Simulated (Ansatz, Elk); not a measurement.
**How far do independent atoms describe ScVB2?**

The structure of ScVB2 used here is made up (a known structure type with other elements) and was relaxed beforehand with PBEsol. The aim is the Fourier transform of its all-electron density, F(hkl), set beside the sum over free spherical atoms that refinements use.

Main program and level: Elk 11.2.3 (patched build); DFT, PBE, all-electron APW+lo, Dirac cores, scalar-relativistic bands, static density, no spin.

The structure was built from a prototype and need not be the compound's stable phase.

### Step 1. The starting structure

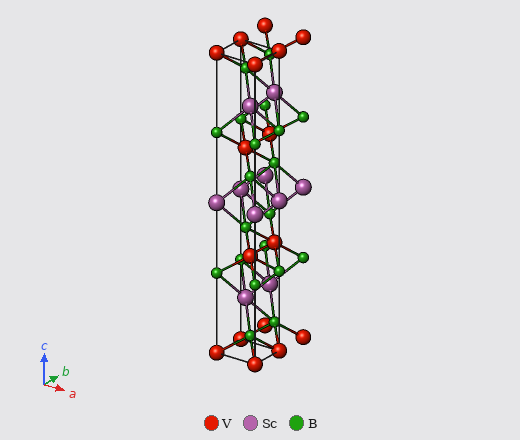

Start, viewed slightly off an axis; vanadium red, scandium purple, boron green. 1×2×1 cells are drawn. This picture shows the conventional cell, with its axes. Bonds to atoms that aren't drawn are left out. Some periodic images of atoms are drawn too.

### Step 2. Ground state and structure factors

An all-electron density is needed, since X-rays see the cores too. Task 0 finds the density and task 195 Fourier-transforms it; tshift is off so that phases refer to the origin typed.

Input file elk.in:

```
tasks
  0
  195

xctype
  20

spinpol
  .false.

rgkmax
  7.0

gmaxvr
  14.0

lmaxo
  7

lmaxapw
  8

swidth
  0.002

tshift
  .false.

ramdisk
  .false.

hmaxvr
  5.5

maxscl
  120

epspot
  1e-06

sppath
  './'

avec
  3.03465694593 1.75206000497 9.90629801007
  -3.03465694593 1.75206000497 9.90629801007
  0.00000000000 -3.50412000892 9.90629801025

atoms
  3
  'V.in'
  1
  0.0000000000 0.0000000000 0.0000000000   0.000000 0.000000 0.000000
  'Sc.in'
  1
  0.5000000000 0.5000000000 0.5000000000   0.000000 0.000000 0.000000
  'B.in'
  2
  0.2655118606 0.2655118606 0.2655118606   0.000000 0.000000 0.000000
  0.7344881394 0.7344881394 0.7344881394   0.000000 0.000000 0.000000

ngridk
  8 8 8
```

The run is started by

```sh
> OMP_NUM_THREADS=4 elk
```

Numbers of over 12 decimals in the logs are rounded to 6 here.

What it wrote:

```text
┌─────────────────────────┐
│ Elk code version 11.2.3 │
└─────────────────────────┘

All units are atomic (Hartree, Bohr, etc.)

┌─────────────────────────────────────────────────┐
│ Ground-state run starting from atomic densities │
└─────────────────────────────────────────────────┘

Lattice vectors :
   3.034656946       1.752060005       9.906298010
  -3.034656946       1.752060005       9.906298010
   0.000000000      -3.504120009       9.906298010

Reciprocal lattice vectors :
   1.035238154      0.5976950267      0.2114205630
  -1.035238154      0.5976950267      0.2114205630
 -0.1994570648E-16  -1.195390053      0.2114205630

Unit cell volume      :    316.0248385
Brillouin zone volume :   0.7849073339

Muffin-tin inner radius fraction :   0.1000000000E-01

Nuclei treated as point charges

Species : 1 (V)
 parameters loaded from : V.in
 name : vanadium
 nuclear charge    :   -23.00000000
 electronic charge :    23.00000000
 atomic mass :    92860.67382
 muffin-tin radius :    2.281401017
 number of radial points in muffin-tin :    993
 inner part over the whole radius :   0.9914014759E-02
 number on inner part of muffin-tin    :    698
 approximate nuclear radius :   0.6897515165E-04
 number of mesh points to nuclear radius :    328
 atomic positions (lattice), magnetic fields (Cartesian) :
  1 :   0.00000000  0.00000000  0.00000000    0.00000000  0.00000000  0.00000000

Species : 2 (Sc)
 parameters loaded from : Sc.in
 name : scandium
 nuclear charge    :   -21.00000000
 electronic charge :    21.00000000
 atomic mass :    81949.61073
 muffin-tin radius :    2.400000000
 number of radial points in muffin-tin :    993
 inner part over the whole radius :   0.9898716403E-02
 number on inner part of muffin-tin    :    698
 approximate nuclear radius :   0.6711386133E-04
 number of mesh points to nuclear radius :    323
 atomic positions (lattice), magnetic fields (Cartesian) :
  1 :   0.50000000  0.50000000  0.50000000    0.00000000  0.00000000  0.00000000

Species : 3 (B)
 parameters loaded from : B.in
 name : boron
 nuclear charge    :   -5.000000000
 electronic charge :    5.000000000
 atomic mass :    19707.24742
 muffin-tin radius :    1.711050763
 number of radial points in muffin-tin :    593
 inner part over the whole radius :   0.9874590320E-02
 number on inner part of muffin-tin    :    404
 approximate nuclear radius :   0.4534157419E-04
 number of mesh points to nuclear radius :    162
 atomic positions (lattice), magnetic fields (Cartesian) :
  1 :   0.26551186  0.26551186  0.26551186    0.00000000  0.00000000  0.00000000
  2 :  -0.26551186 -0.26551186 -0.26551186    0.00000000  0.00000000  0.00000000

Total number of atoms per unit cell :    4
Total muffin-tin volume :    149.6113679
 ratio of muffin-tin to unit cell volume :   0.4734164840

Spin treatment :
 spin-unpolarised

Number of Bravais lattice symmetries :   12
Number of crystal symmetries         :   12
Crystal has inversion symmetry
Real symmetric eigensolver will be used

k-point grid :      8     8     8
k-point offset :    0.000000000       0.000000000       0.000000000
k-point set is reduced with full crystal symmetry group
Total number of k-points :       65

Muffin-tin radius times maximum |G+k| :    7.000000000
 using average radius
Maximum |G+k| for APW functions       :    3.455296010
Maximum (1/2)|G+k|²                   :    5.969535257
Maximum |G| for potential and density :    14.00000000
Constant for pseudocharge density :    8
 order of it for each species :   15  15  15
 order of it for pair densities of each species (exact exchange by exxq0 0: 16) :   12  14   5
Radial integration step length :    1

G-vector grid sizes :     48    48    48
Number of G-vectors :    14727

Maximum angular momentum used for
 APW functions            :    8
 outer part of muffin-tin :    7
 inner part of muffin-tin :    2

Total nuclear charge    :   -54.00000000
Total core charge       :    24.00000000
Total valence charge    :    30.00000000
[...]
correlation                 :     -2.261378
 electron entropic           :    -0.76094446954549E-03
 total energy                :     -1764.0652373000

Density of states at Fermi energy :    59.92042362
 (states/Hartree/unit cell)

Estimated indirect band gap :   0.6897126512E-03
 from k-point 7 to k-point 35
Estimated direct band gap   :   0.5335783449E-02
 at k-point 18

Charges :
 core                        :    24.00000000
 valence                     :    30.00000000
 interstitial                :    5.933113912
 muffin-tins (core leakage)
  species : 1 (V)
   atom 1                    :    20.84850632     ( -0.2189459174E-06)
  species : 2 (Sc)
   atom 1                    :    18.98528957     ( -0.2162160904E-06)
  species : 3 (B)
[...]
total in muffin-tins        :    48.06688609
 total calculated charge     :    53.99875071
 total charge                :    54.00000000
 error                       :   0.1249293470E-02

RMS change in Kohn-Sham potential (target) :    2.959988599     (  0.1000000000E-05)
Absolute change in total energy (target)   :   0.2988998821     (  0.1000000000E-03)

[... loops 3 to 17 left out ...]

┌──────────────────┐
│ Loop number : 18 │
└──────────────────┘

Energies :
 Fermi                       :     0.296282
 sum of occupied eigenvalues :     -1021.4075203631
 electron kinetic            :      1779.7140620029
 core electron kinetic       :      1634.0990089579
 Coulomb                     :     -3450.2935560342
 Coulomb potential           :     -2681.1118732266
 nuclear-nuclear             :     -298.42431731357
 electron-nuclear            :     -3631.5388231479
 Hartree                     :      479.66958442724
 Madelung                    :     -2109.7376194209
 xc potential                :     -120.00970913943
 exchange                    :     -90.413125892895
 correlation                 :     -2.277109
 electron entropic           :    -0.72162681961738E-03
 total energy                :     -1763.2704508541

Density of states at Fermi energy :    54.72843592
 (states/Hartree/unit cell)

Estimated indirect band gap :   0.9728761823E-03
 from k-point 45 to k-point 35
Estimated direct band gap   :   0.1891212652E-01
 at k-point 63

Charges :
 core                        :    24.00000000
 valence                     :    30.00000000
 interstitial                :    5.703764492
 muffin-tins (core leakage)
  species : 1 (V)
[...]
species : 2 (Sc)
[...]
species : 3 (B)
[...]
total in muffin-tins        :    48.29623551
 total calculated charge     :    53.99904222
 total charge                :    54.00000000
 error                       :   0.9577834551E-03

RMS change in Kohn-Sham potential (target) :   0.7108409101E-06 (  0.1000000000E-05)
Absolute change in total energy (target)   :   0.6085064797E-05 (  0.1000000000E-03)

Convergence targets achieved

┌──────────────────┐
│ Loop number : 19 │
└──────────────────┘

Energies :
 Fermi                       :     0.296282
 sum of occupied eigenvalues :     -1021.4075236977
 electron kinetic            :      1779.7140637790
 core electron kinetic       :      1634.0990094337
 Coulomb                     :     -3450.2935592971
 Coulomb potential           :     -2681.1118733195
 nuclear-nuclear             :     -298.42431731357
 electron-nuclear            :     -3631.5388296238
 Hartree                     :      479.66958764022
 Madelung                    :     -2109.7376226374
 xc potential                :     -120.00971415724
 exchange                    :     -90.413126082682
 correlation                 :     -2.277109
 electron entropic           :    -0.72162681387571E-03
 total energy                :     -1763.2704525323

Density of states at Fermi energy :    54.72843707
 (states/Hartree/unit cell)

Estimated indirect band gap :   0.9728730251E-03
 from k-point 45 to k-point 35
Estimated direct band gap   :   0.1891213269E-01
 at k-point 63

Charges :
 core                        :    24.00000000
 valence                     :    30.00000000
 interstitial                :    5.703764452
 muffin-tins (core leakage)
  species : 1 (V)
[...]
species : 2 (Sc)
   atom 1                    :    19.29438346     ( -0.2162850148E-06)
  species : 3 (B)
   atom 1                    :    3.739997948     (  0.1275086004E-03)
   atom 2                    :    3.739997948     (  0.1275086004E-03)
 total in muffin-tins        :    48.29623555
 total calculated charge     :    53.99904222
 total charge                :    54.00000000
 error                       :   0.9577834166E-03

┌──────────────────────────────┐
│ Self-consistent loop stopped │
└──────────────────────────────┘

Warning : core states of species 3 leak from the muffin-tin :   0.1275086004E-03

Wrote STATE.OUT
```

Run time: 23 s. Hardware: 4 threads of Intel Xeon at 2.60GHz (Ice Lake), shared host; peak memory 0.16 GiB.

SFACRHO.OUT:

```text

h k l indices transformed by vhmat matrix:
   1.000000000       0.000000000       0.000000000    
   0.000000000       1.000000000       0.000000000    
   0.000000000       0.000000000       1.000000000    

      h      k      l  multipl.   |H|            Re(F)            Im(F)           |F|

      0      0      0      1   0.0000000       54.000000      0.38713148E-16   54.000000    
      1      1      1      2  0.63426169       4.5968478      0.74009120E-14   4.5968478    
      0      1      0      6   1.2139424       1.3475305      0.87714513E-14   1.3475305    
      1      0      1      6   1.2679716       26.674763     -0.39745639E-14   26.674763    
     -2     -2     -2      2   1.2685234       27.452359      0.12746015E-13   27.452359    
     -2     -1     -1      6   1.4642868       35.574204      0.32618835E-13   35.574204    
      2      2      1      6   1.5957518     -0.64800367      0.98678827E-14  0.64800367    
      2      2      3      6   1.9024173       4.1021971      0.11786638E-13   4.1021971    
     -3     -3     -3      2   1.9027851      -1.6451317     -0.59070242E-13   1.6451317    
      1      0     -1      6   2.0704763       29.577088     -0.40590076E-14   29.577088    
      2      3      3      6   2.0711522       28.491649     -0.54821571E-13   28.491649    
      0      1      2     12   2.1654468       2.5050556      0.41116178E-14   2.5050556    
     -1      1     -1      6   2.4001100      0.98712197     -0.13705393E-14  0.98712197    
      0     -2      0      6   2.4278847       19.874595      0.12608961E-13   19.874595    
     -3     -2     -1     12   2.4281729       20.384719      0.46735389E-13   20.384719    
      3      3      4      6   2.4287492       21.324841     -0.52354600E-13   21.324841    
      2      0      2      6   2.5359432       25.577899     -0.52080492E-14   25.577899    
     -4     -4     -4      2   2.5370468       23.736970      0.15898255E-13   23.736970
```

Elk indexes on the primitive cell of elk.in and gives |H| = 4π sin θ/λ in inverse bohr. Below, one row stands for each form hkl of the conventional cell (m members, Friedel mates merged), F is for one primitive cell and the density is static (no thermal factor). Free-atom factors are Waasmaier and Kirfel's, and R is Σm||F|−|F'||/Σm|F|.

| hkl | m | sin θ/λ (Å⁻¹) | abs F, DFT | neutral atoms | diff. |
| --- | --- | --- | --- | --- | --- |
| 003 | 2 | 0.095 | 4.597 | 4.503 | +0.094 |
| 101 | 6 | 0.183 | 1.347 | 1.358 | -0.011 |
| 012 | 6 | 0.191 | 26.675 | 27.218 | -0.543 |
| 006 | 2 | 0.191 | 27.452 | 28.039 | -0.586 |
| 104 | 6 | 0.220 | 35.574 | 35.557 | +0.017 |
| 015 | 6 | 0.240 | 0.648 | 0.429 | +0.219 |
| 107 | 6 | 0.286 | 4.102 | 4.215 | -0.113 |
| 009 | 2 | 0.286 | 1.645 | 1.511 | +0.134 |
| 110 | 6 | 0.311 | 29.577 | 29.717 | -0.140 |
| 018 | 6 | 0.311 | 28.492 | 28.596 | -0.105 |
| 113 | 12 | 0.326 | 2.505 | 2.610 | -0.104 |
| 021 | 6 | 0.361 | 0.987 | 1.084 | -0.097 |
| 202 | 6 | 0.365 | 19.875 | 19.810 | +0.064 |
| 116 | 12 | 0.365 | 20.385 | 20.326 | +0.059 |
| 1 0 10 | 6 | 0.365 | 21.325 | 21.279 | +0.046 |
| 024 | 6 | 0.381 | 25.578 | 25.719 | -0.141 |
| 0 0 12 | 2 | 0.382 | 23.737 | 23.875 | -0.138 |
| 205 | 6 | 0.393 | 0.151 | 0.255 | -0.105 |
| 0 1 11 | 6 | 0.393 | 4.230 | 4.304 | -0.074 |
| 027 | 6 | 0.423 | 3.209 | 3.301 | -0.092 |
| 119 | 12 | 0.423 | 1.277 | 1.286 | -0.009 |
| 208 | 6 | 0.440 | 22.752 | 22.514 | +0.237 |

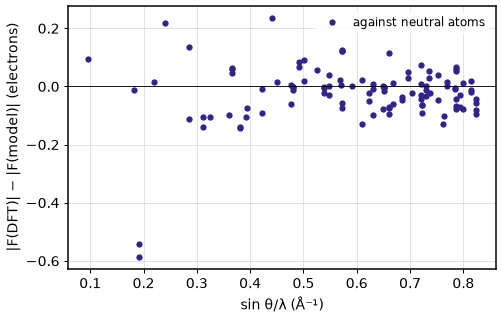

Difference between the calculated structure factors and the independent-atom ones.

### Step 3. The highest occupied states alone

An energy window below the Fermi level keeps the highest occupied states, to see at which angles they scatter; shallow core shells can lie inside it and anion s states outside. No new self-consistency is needed.

Edit elk.in of step 2 so:

```diff
@@ -1,3 +1,2 @@
 tasks
-  0
   195
@@ -40,2 +39,5 @@
 
+wsfac
+  -0.254960 0.596280
+
 sppath
```

The run is started by

```sh
> OMP_NUM_THREADS=4 elk
```

What it wrote:

```text
┌─────────────────────────────────┐
│ Elk code version 11.2.3 started │
└─────────────────────────────────┘

Info(readinput): the functional depends on the density's gradient
 muffin-tin radial points multiplied by    2.00000
 (not where nrmtscf is given)

┌────────────────────┐
│ Current task : 195 │
└────────────────────┘
Info(checkmt): changed muffin-tin radius of species 1 (V) from   2.4000 to   2.2814
Info(checkmt): changed muffin-tin radius of species 3 (B) from   1.8000 to   1.7111

Info(sfacrho): density structure factors written to SFACRHO.OUT

 Energy window :  -0.2549600000      0.5962800000

┌──────────────────┐
│ Elk code stopped │
└──────────────────┘
```

Run time: 3.9 s. Hardware: 4 threads; peak memory 0.17 GiB.

States within 15 eV below the Fermi level hold 14.00 electrons; any levels below the window count with the cores. Their amplitudes can exceed the total, where window and core parts have opposite phase:

```
hkl  sin θ/λ (Å⁻¹)  abs F, window  abs F, all
003          0.095          3.244       4.597
101          0.183          1.137       1.347
012          0.191          0.151      26.675
006          0.191          0.060      27.452
104          0.220          2.857      35.574
015          0.240          0.306       0.648
107          0.286          0.866       4.102
009          0.286          0.246       1.645
110          0.311          1.125      29.577
018          0.311          1.084      28.492
```

[end of part 1 of 2]

[Logs are printed without paths, hosts, clocks, repeated set-up lines and the standing remarks that a program may print on its own settings, such as how far it seeks lower states.]

[Hosts, paths, dates, database ids (printed as entryN), source tags and the programs' standing remarks are cut or masked in the printed files.]
